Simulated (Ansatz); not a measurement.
**F₄MoO (SMILES [O]=[Mo]([F])([F])([F])[F]): density, localisation and related maps**

Input file:

```
crystal:
  periodic: [false, false, false]
  atoms:
    - {symbol: O, position_ang: [1.379831, -0.508289, -1.014383]}
    - {symbol: Mo, position_ang: [0.088922, -0.040278, -0.068074]}
    - {symbol: F, position_ang: [-0.381363, -1.731872, 0.360586]}
    - {symbol: F, position_ang: [-0.766978, 0.804809, -1.416870]}
    - {symbol: F, position_ang: [1.105528, 0.918663, 1.077953]}
    - {symbol: F, position_ang: [-1.383841, 0.492968, 1.014688]}
basis:
  gaussian: {orbitals: def2-TZVPP}
hamiltonian: {xc: pbe0, dispersion: d4}
output: {orbitals: {seedname: orbitals}}
```

Run with:

```sh
ansatz run in.yaml --threads 4 --pin off --events-out ev --progress --plain --max-ram 10444MiB
```

Geometry: PBE0-D4/def2-TZVP; core potentials replace the inner electrons of Mo.

Theory: RKS PBE0-D4/def2-TZVPP (Ansatz 0.2.0).

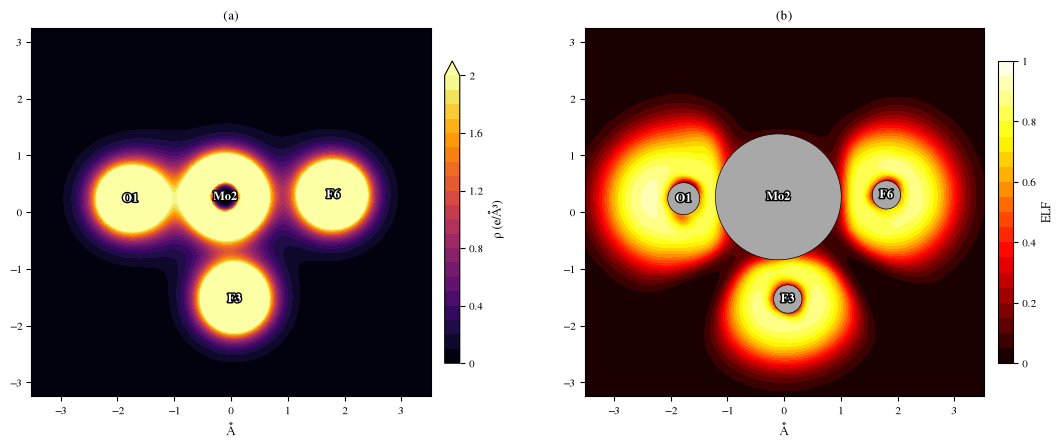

Figure 1. (a) electron density; (b) electron localisation function on the plane of atoms O1, Mo2 and F3. Grey discs cover the atomic cores in the ELF map.

Question: What does the map show?

Answer:
- The section cuts through O, Mo and F sites.
- Mo–O (1.67 Å): ρ at the midpoint is about 2 e/Å³; the ELF peaks at about 0.80 in the valence shell of O, 0.5 Å from its nucleus, and drops to about 0.35 between the two atoms.
- Mo–F (1.81 Å): ρ is about 1.3 e/Å³ halfway; the ELF peaks at about 0.80 in the valence shell of F, 0.5 Å from its nucleus, and drops to about 0.30 between the two atoms.
- Mo–F (1.90 Å): ρ at the midpoint is about 1 e/Å³; the ELF peaks at about 0.85 in the valence shell of F, 0.5 Å from its nucleus, and drops to about 0.20 between the two atoms.

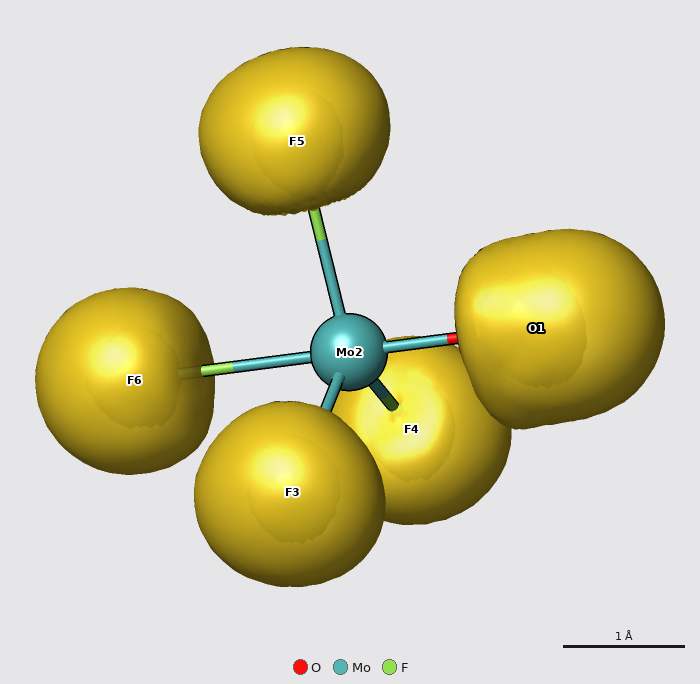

Figure 2. Isosurface of the ELF at 0.75 (yellow), seen at a tilt. Only the valence region is drawn (cores and ρ < 0.01 e/Å³ removed).

Question: What do the ELF domains correspond to?

Answer: The surface consists of one lobe on O, pointing away from the bonds (lone pairs, which may merge into one lobe) and four regions wrapped around F (the valence shell of each).

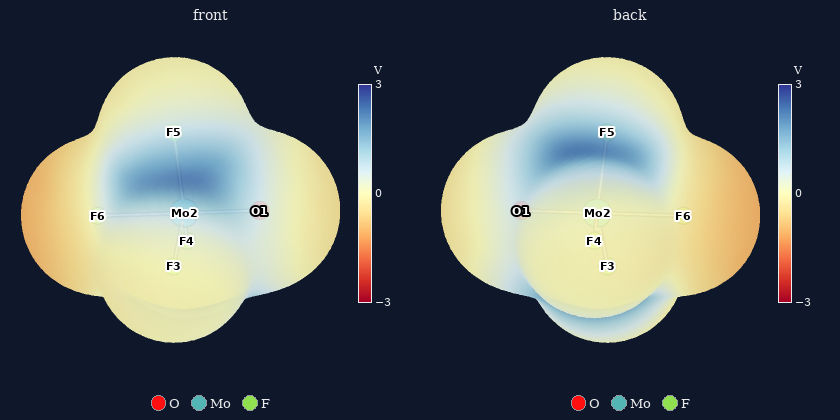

Figure 3. The electrostatic potential painted on the density surface at 0.001 e/bohr³, seen from the front and from behind; the colour scale runs from red (negative) to blue (positive).

Question: Describe the electrostatic potential map.

Answer: The most negative region (about −1.0 V) lies over F6, the most positive (about +2.2 V) over Mo2.

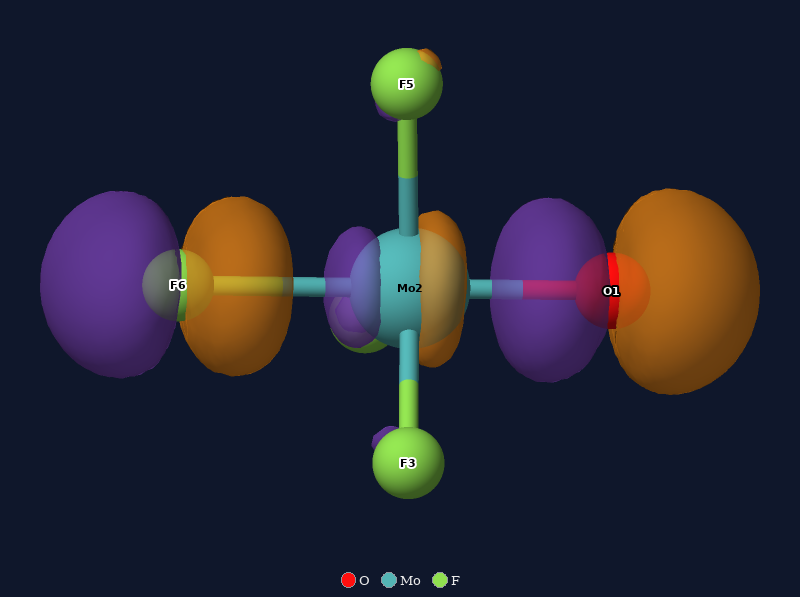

Figure 4. The HOMO at ±0.15 Å⁻³ᐟ² (orange and purple are the two phases), seen across its widest extent.

Question: What is the character of this orbital?

Answer: By Hirshfeld shares it lies mainly on O1 (about 45 %), F6 (about 45 %) and Mo2 (about 10 %); largely a combination of lone pairs on O1 and F6. Its energy is −11.05 eV.
